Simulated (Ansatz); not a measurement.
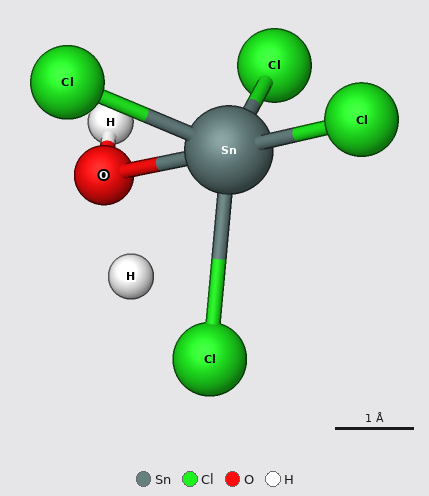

Figure 1. The starting structure (ball-and-stick view, seen at a tilt). Sticks mark near contacts.

# Nudged elastic band, with input and output: SnH2Cl4O

System: SnH2Cl4O.
Method: RKS PBE/def2-SVP (Ansatz 0.2.0).

One setting was made poor on purpose. It belongs to a series of runs on one base structure; here: band between the two ends.

Input file:
```yaml
crystal:
  periodic: [false, false, false]
  atoms:
    - { symbol: Sn, position_ang: [0.0, 0.0, 0.0] }
    - { symbol: Cl, position_ang: [0.0, 0.0, 2.76] }
    - { symbol: Cl, position_ang: [2.2726, 0.0, -0.8025] }
    - { symbol: Cl, position_ang: [-1.1351, 1.9666, -0.8025] }
    - { symbol: Cl, position_ang: [-1.1351, -1.9666, -0.8025] }
    - { symbol: O, position_ang: [-2.1447, 0.0, 0.7126] }
    - { symbol: H, position_ang: [-2.6898, -0.6297, 0.1413] }
    - { symbol: H, position_ang: [-1.5115, 0.0, 1.9362] }
basis:
  gaussian: { orbitals: def2-SVP }
hamiltonian:
  xc: pbe
neb:
  order_check: false
  images: 7
  f_tol: 0.05
  max_iterations: 60
  final_atoms:
    - { symbol: Sn, position_ang: [0.0, 0.0, 0.0] }
    - { symbol: Cl, position_ang: [0.0, 0.0, 2.76] }
    - { symbol: Cl, position_ang: [2.2726, 0.0, -0.8025] }
    - { symbol: Cl, position_ang: [-1.1351, 1.9666, -0.8025] }
    - { symbol: Cl, position_ang: [-1.1351, -1.9666, -0.8025] }
    - { symbol: O, position_ang: [-2.1447, 0.0, 0.7126] }
    - { symbol: H, position_ang: [-2.6898, -0.6297, 0.1413] }
    - { symbol: H, position_ang: [-1.5115, 0.0, 1.9362] }
  initial_path:
    images:
      - { positions_ang: [[0.0, 0.0, 0.0], [0.0, 0.0, 2.76], [2.2726, 0.0, -0.8025], [-1.1351, 1.9666, -0.8025], [-1.1351, -1.9666, -0.8025], [-2.1447, 0.0, 0.7126], [-2.6898, -0.6297, 0.1413], [-1.5115, 0.0, 1.9362]] }
      - { positions_ang: [[0.0, 0.0, 0.0], [0.0, 0.0, 2.76], [2.2726, 0.0, -0.8025], [-1.1351, 1.9666, -0.8025], [-1.1351, -1.9666, -0.8025], [-2.1447, 0.0, 0.7126], [-2.6898, -0.6297, 0.1413], [-1.5115, 0.0, 1.9362]] }
      - { positions_ang: [[0.0, 0.0, 0.0], [0.0, 0.0, 2.76], [2.2726, 0.0, -0.8025], [-1.1351, 1.9666, -0.8025], [-1.1351, -1.9666, -0.8025], [-2.1447, 0.0, 0.7126], [-2.6898, -0.6297, 0.1413], [-1.5115, 0.0, 1.9362]] }
      - { positions_ang: [[0.0, 0.0, 0.0], [0.0, 0.0, 2.76], [2.2726, 0.0, -0.8025], [-1.1351, 1.9666, -0.8025], [-1.1351, -1.9666, -0.8025], [-2.1447, 0.0, 0.7126], [-2.6898, -0.6297, 0.1413], [-1.5115, 0.0, 1.9362]] }
      - { positions_ang: [[0.0, 0.0, 0.0], [0.0, 0.0, 2.76], [2.2726, 0.0, -0.8025], [-1.1351, 1.9666, -0.8025], [-1.1351, -1.9666, -0.8025], [-2.1447, 0.0, 0.7126], [-2.6898, -0.6297, 0.1413], [-1.5115, 0.0, 1.9362]] }
      - { positions_ang: [[0.0, 0.0, 0.0], [0.0, 0.0, 2.76], [2.2726, 0.0, -0.8025], [-1.1351, 1.9666, -0.8025], [-1.1351, -1.9666, -0.8025], [-2.1447, 0.0, 0.7126], [-2.6898, -0.6297, 0.1413], [-1.5115, 0.0, 1.9362]] }
      - { positions_ang: [[0.0, 0.0, 0.0], [0.0, 0.0, 2.76], [2.2726, 0.0, -0.8025], [-1.1351, 1.9666, -0.8025], [-1.1351, -1.9666, -0.8025], [-2.1447, 0.0, 0.7126], [-2.6898, -0.6297, 0.1413], [-1.5115, 0.0, 1.9362]] }
      - { positions_ang: [[0.0, 0.0, 0.0], [0.0, 0.0, 2.76], [2.2726, 0.0, -0.8025], [-1.1351, 1.9666, -0.8025], [-1.1351, -1.9666, -0.8025], [-2.1447, 0.0, 0.7126], [-2.6898, -0.6297, 0.1413], [-1.5115, 0.0, 1.9362]] }
      - { positions_ang: [[0.0, 0.0, 0.0], [0.0, 0.0, 2.76], [2.2726, 0.0, -0.8025], [-1.1351, 1.9666, -0.8025], [-1.1351, -1.9666, -0.8025], [-2.1447, 0.0, 0.7126], [-2.6898, -0.6297, 0.1413], [-1.5115, 0.0, 1.9362]] }
```

Hardware: 4 threads of Intel Xeon (Granite Rapids), 32 GiB of memory available, shared host.

Launched with:
```bash
ansatz run input.yaml --threads 4 --pin off --max-ram 5120MiB --backend cpu --events-out ev --progress --plain --runs-dir out
```

Output:
```
Error: invalid value for `neb.final_atoms`: is identical to crystal.atoms — the two endpoints must differ for a path to exist
```

What the run reported:

```csv
quantity,value
outcome,refused by the program
```

Diagnosis:

The program refused the input: “invalid value for `neb.final_atoms`: is identical to crystal.atoms — the two endpoints must differ for a path to exist” A deliberately poor setting: ends not relaxed.
